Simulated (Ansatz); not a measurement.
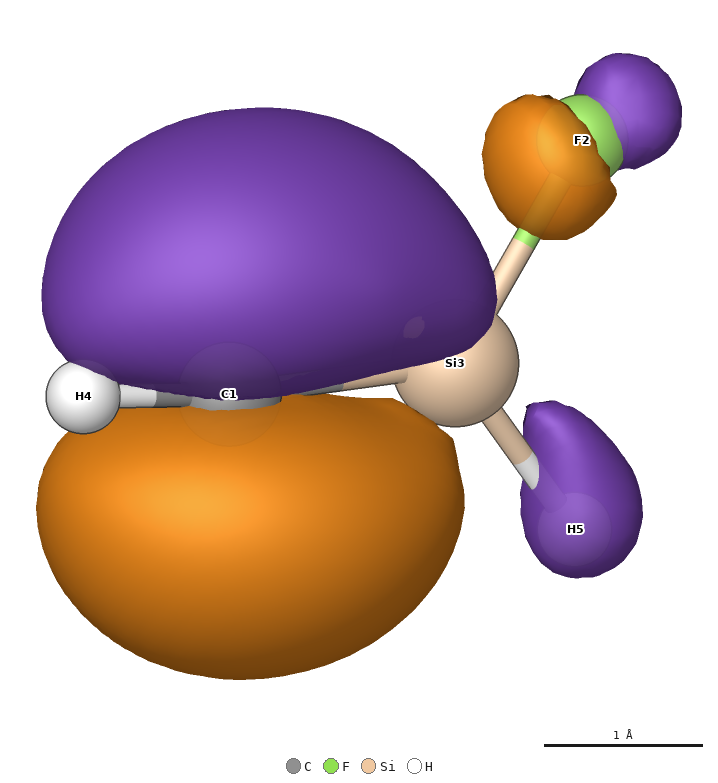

*CH₂FSi (doublet). The HOMO−1 (α) at ±0.1 Å⁻³ᐟ² (orange and purple are the two phases), seen at a tilt.*

Geometry: PBE-D3(BJ)/def2-SVP.

Method: isolated molecule in a Gaussian basis; Kohn-Sham density functional theory, functional PBE0 in Ansatz.

Input

```
crystal:
  periodic: [false, false, false]
  atoms:
    - {symbol: C, position_ang: [-1.365895, -2.028377, -0.379745]}
    - {symbol: F, position_ang: [-0.367157, 0.439180, 0.863823]}
    - {symbol: Si, position_ang: [-1.276493, -0.361047, -0.234840]}
    - {symbol: H, position_ang: [-1.349679, -3.118484, -0.386711]}
    - {symbol: H, position_ang: [-1.992314, 0.642676, -1.061185]}
basis:
  gaussian:
    orbitals: def2-TZVPD
magnetization:
  spin_polarized: true
  initial_magnetization: 1
output: {forces: true, orbitals: {seedname: orbitals}}
hamiltonian:
  xc: {name: PBE0}
```

Launched as:

```sh
ansatz run input.yaml --threads 1 --pin off --max-ram 2610MiB --events-out events.jsonl --progress --plain --runs-dir runs
```

> What is the character of this orbital?

Its weight (Hirshfeld) is mainly on C1 (about 70 %) and Si3 (about 20 %); it is symmetric in the molecular plane (an in-plane orbital: σ, lone-pair or in-plane π type). Its energy is −7.69 eV.
